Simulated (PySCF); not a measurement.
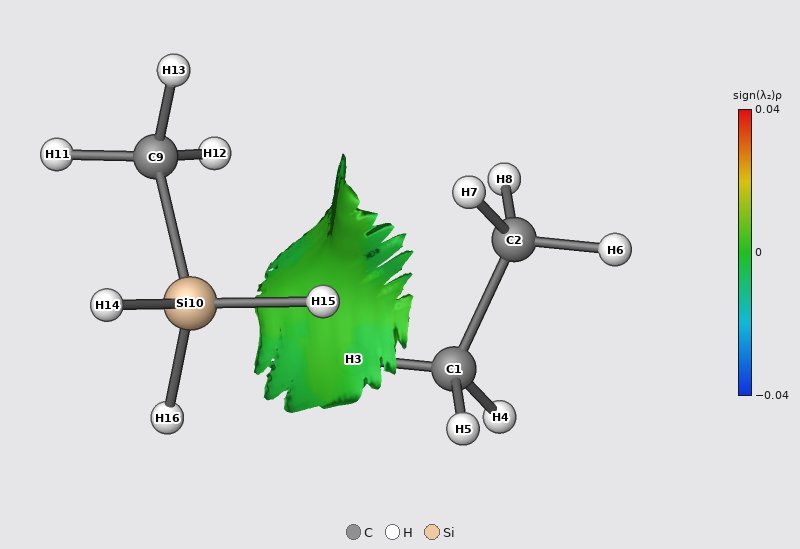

Figure. C3H12Si, SMILES `CC.C[SiH3]`. Non-covalent interaction surfaces between the fragments (reduced density gradient s = 0.5, coloured by sign(λ₂)ρ in a.u.; trimmed to the region between the fragments where ρ is under 0.06 a.u.). Fragment A: H6C2 (atoms 1–8); fragment B: SiH6C.

Level of theory: B3LYP/def2-SVPD (PySCF), at a geometry from GFN2-xTB.

Question: Interpret the surfaces between the fragments.

Answer: Bond critical points between the fragments: H7···H12, H···H contact, 2.72 Å, ρ = 0.003 a.u.; H3···H16, H···H contact, 3.01 Å, ρ = 0.003 a.u.; H7···H15, H···H contact, 2.88 Å, ρ = 0.003 a.u.; H3···H12, H···H contact, 2.82 Å, ρ = 0.002 a.u. All are weak and appear green (van der Waals range). Several contacts close a ring, whose ring point adds a part with positive λ₂ between them. The pose is a local one from a semi-empirical search, not shown to be the most stable.

Question: How strongly are they bound?

Answer: The counterpoise-corrected interaction energy of the frozen fragments is +0.6 kcal/mol without dispersion correction and −1.6 kcal/mol with D3(BJ). The pair geometry is semi-empirical, not a minimum at this level.
